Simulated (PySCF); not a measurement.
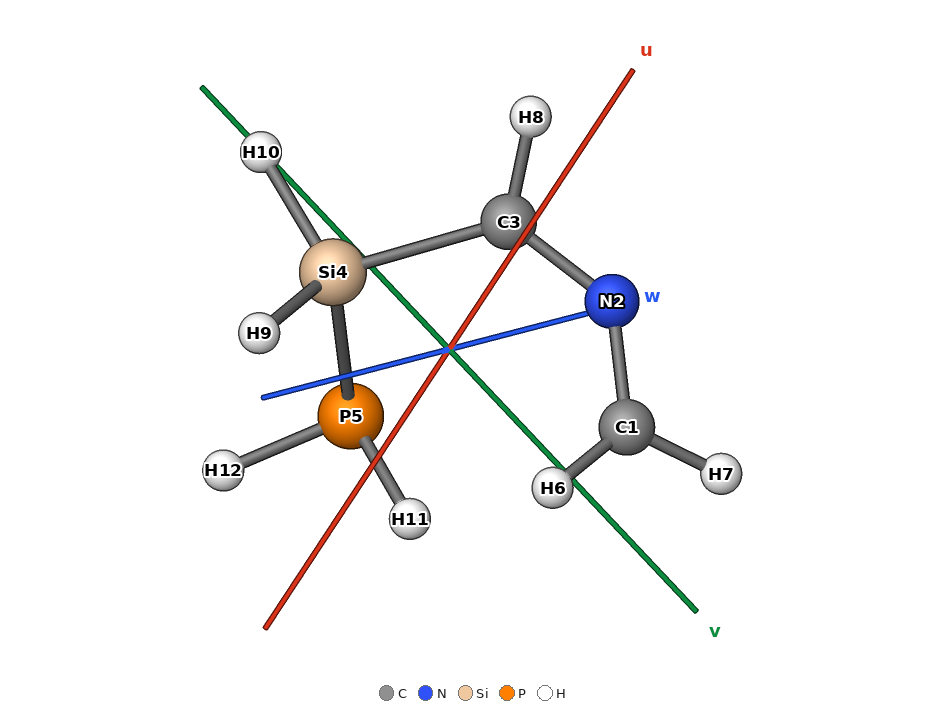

The lines u, v and w are the principal axes of the g tensor. The species is neutral and a spin doublet. Computed geometry: GFN2-xTB optimisation. No frequency run is at hand to confirm it as a minimum. Method: UKS B3LYP, pcH-1 on C H N P Si, non-relativistic, mean-field spin-orbit, GIAO (PySCF 2.14.0).

Question. Along which axis does g lie farthest from the free-electron value?

Answer. Along w: the shift is 827 ppm.

Give the principal values and shifts.

| axis | g | shift (ppm) |
| --- | --- | --- |
| u | 2.00272 | 398 |
| v | 2.00164 | −680 |
| w | 2.00315 | 827 |

The geometry is semi-empirical. Around P, Si such bond lengths and angles can be off by a tenth of an ångström or more and by several degrees, and values that hang on the shape move with them.
